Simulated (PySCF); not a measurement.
**UCISD/STO-3G run of MgSH (SMILES [Mg][SH])**

What is the vertical doublet–quartet gap of MgSH at UCISD/STO-3G? The job is set up through a Python script.

The calculation is run with PySCF 2.14.0.

10 further runs of the same task are left out: 4 that didn't finish, 6 set aside as unsound or not needed.

### Step 1. The system as given

MgSH: 3 atoms, total charge 0, spin state doublet. As SMILES, `[Mg][SH]`. Geometry: relaxed at PBE0-D4/def2-TZVP.

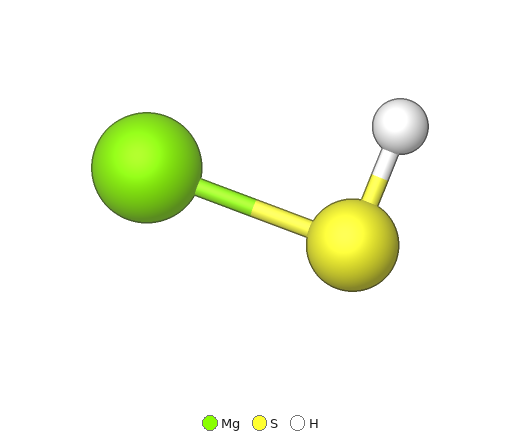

The structure, seen from a chosen angle (magnesium green, sulfur yellow, hydrogen white).

### Step 2. The energy at UCISD/STO-3G

mol.xyz

```xyz
3

Mg     1.366100    -0.566400     0.678300
S     -0.680600    -0.418400    -0.415200
H     -0.696400     0.920100    -0.276400
```

input.py

```python
from pyscf import gto, ci

mol = gto.M(
    atom='mol.xyz',
    spin=1,
    basis='sto-3g',
    max_memory=1860,
    charge=0,
    verbose=4,
)

myscf = mol.UHF()
myscf.conv_tol = 1e-10
myscf.kernel()
if not myscf.converged:
    myscf = myscf.newton().run(myscf.mo_coeff, myscf.mo_occ)

cisd = ci.CISD(myscf, frozen=6)
cisd.kernel()
etot = cisd.e_tot
print('E = %.10f Eh' % etot)
```

Launch:

```sh
OMP_NUM_THREADS=1 python input.py
```

What it wrote:

```text
PySCF version 2.14.0

[INPUT] num. atoms = 3
[INPUT] num. electrons = 29
[INPUT] charge = 0
[INPUT] spin (= nelec alpha-beta = 2S) = 1
[INPUT] symmetry False subgroup None
[INPUT] Mole.unit = angstrom
[INPUT] Symbol           X                Y                Z      unit          X                Y                Z       unit  Magmom
[INPUT]  1 Mg     1.366100000000  -0.566400000000   0.678300000000 AA    2.581554858768  -1.070340876954   1.281801230292 Bohr   0.0
[INPUT]  2 S     -0.680600000000  -0.418400000000  -0.415200000000 AA   -1.286147600379  -0.790661410518  -0.784614286919 Bohr   0.0
[INPUT]  3 H     -0.696400000000   0.920100000000  -0.276400000000 AA   -1.316005273147   1.738737007212  -0.522320300830 Bohr   0.0

nuclear repulsion = 52.3254873523125
number of shells = 11
number of NR pGTOs = 57
number of NR cGTOs = 19
basis = sto-3g
ecp = {}

******** <class 'pyscf.scf.uhf.UHF'> ********
method = UHF
initial guess = minao
damping factor = 0
level_shift factor = 0
DIIS = <class 'pyscf.scf.diis.CDIIS'>
diis_start_cycle = 1
diis_space = 8
diis_damp = 0
SCF conv_tol = 1e-10
SCF conv_tol_grad = None
SCF max_cycles = 50
direct_scf = True
direct_scf_tol = 1e-13
number electrons alpha = 15  beta = 14
Set gradient conv threshold to 1e-05
init E= -590.376632288506
[... the frontier-level lines of each cycle are left out ...]

cycle= 1 E= -590.763688357169  delta_E= -0.387  |g|= 0.217  |ddm|= 1.63
cycle= 2 E= -590.816184417763  delta_E= -0.0525  |g|= 0.0424  |ddm|= 0.529
cycle= 3 E= -590.819128591557  delta_E= -0.00294  |g|= 0.0181  |ddm|= 0.113
cycle= 4 E= -590.819919839917  delta_E= -0.000791  |g|= 0.005  |ddm|= 0.0785
cycle= 5 E= -590.8199976189  delta_E= -7.78e-05  |g|= 0.0021  |ddm|= 0.0259
cycle= 6 E= -590.820014088397  delta_E= -1.65e-05  |g|= 0.000674  |ddm|= 0.0127
cycle= 7 E= -590.820015859589  delta_E= -1.77e-06  |g|= 8.76e-05  |ddm|= 0.00535
cycle= 8 E= -590.820015876364  delta_E= -1.68e-08  |g|= 3.38e-05  |ddm|= 0.000337
cycle= 9 E= -590.820015879572  delta_E= -3.21e-09  |g|= 1.31e-05  |ddm|= 0.000165
cycle= 10 E= -590.82001588006  delta_E= -4.87e-10  |g|= 4.52e-06  |ddm|= 6.48e-05
cycle= 11 E= -590.82001588012  delta_E= -6.01e-11  |g|= 1.35e-06  |ddm|= 2.47e-05
Extra cycle  E= -590.820015880123  delta_E= -2.73e-12  |g|= 7.95e-07  |ddm|= 3.72e-06
converged SCF energy = -590.820015880123  <S^2> = 0.75531015  2S+1 = 2.0053031

******** <class 'pyscf.ci.ucisd.UCISD'> ********
CISD nocc = (np.int64(9), np.int64(8)), nmo = (13, 13)
frozen orbitals 6
max_cycle = 50
direct = 0
conv_tol = 1e-09
max_cycle = 50
max_space = 12
lindep = 0
nroots = 1
Init t2, MP2 energy = -0.0434033842723999
UCISD converged
E(UCISD) = -590.874477908414  E_corr = -0.05446202829120143
E = -590.8744779084 Eh
```

Wall time 1.1 s (1 thread of Arm Neoverse V1, shared host); peak memory 0.12 GiB.

### Step 3. The quartet at the same level

calc.py

```python
from pyscf import gto, ci

system = gto.M(
    atom='''
Mg     1.366100    -0.566400     0.678300
S     -0.680600    -0.418400    -0.415200
H     -0.696400     0.920100    -0.276400
''',
    basis='sto-3g',
    spin=3,
    verbose=3,
    max_memory=1860,
    charge=0,
)

myscf = system.UHF()
myscf.conv_tol = 1e-10
myscf.kernel()
if not myscf.converged:
    myscf = myscf.newton().run(myscf.mo_coeff, myscf.mo_occ)

cisd = ci.CISD(myscf, frozen=6)
cisd.kernel()
e_tot = cisd.e_tot
print('E(%s) = %.9f' % ('CISD', e_tot))
```

Launch:

```sh
OMP_NUM_THREADS=1 python calc.py
```

What it wrote:

```text
WARN: HOMO 0.287594486598602 >= LUMO -0.314932038565133

converged SCF energy = -590.523410088372  <S^2> = 3.7623354  2S+1 = 4.006163
E(UCISD) = -590.5623682695634  E_corr = -0.03895818119186008
E(CISD) = -590.562368270
```

It took 1.1 s on 1 thread of Arm Neoverse V1, shared host; peak memory 0.12 GiB.

### Step 4. Results

At UCISD/STO-3G, 6 core orbitals frozen:

| quantity | value |
| --- | --- |
| doublet: total energy | -590.87448 Eh |
| doublet: dipole moment (Hartree–Fock density) | 5.34 D |
| doublet: HOMO energy (Hartree–Fock orbitals) (highest over α and β) | -2.72 eV |
| doublet: LUMO energy (Hartree–Fock orbitals) (lowest over α and β) | 8.37 eV |
| doublet: correlation energy (6 core orbitals frozen) | -54.5 mEh |
| doublet: ⟨S²⟩ of the reference determinant | 0.755 |
| quartet: total energy | -590.56237 Eh |
| quartet: dipole moment (Hartree–Fock density) | 5.69 D |
| quartet: correlation energy (6 core orbitals frozen) | -39.0 mEh |
| quartet: ⟨S²⟩ of the reference determinant | 3.762 |
| vertical energy of the quartet above the doublet | 8.493 eV |

**Reading.** At this shape the quartet lies 8.49 eV (196 kcal/mol) above the doublet. In a minimal basis such a difference can be off by several eV, whatever the method. Mulliken charges (doublet) of the mean-field density run from -0.37 on S2 to +0.50 on Mg1; they depend strongly on the basis.
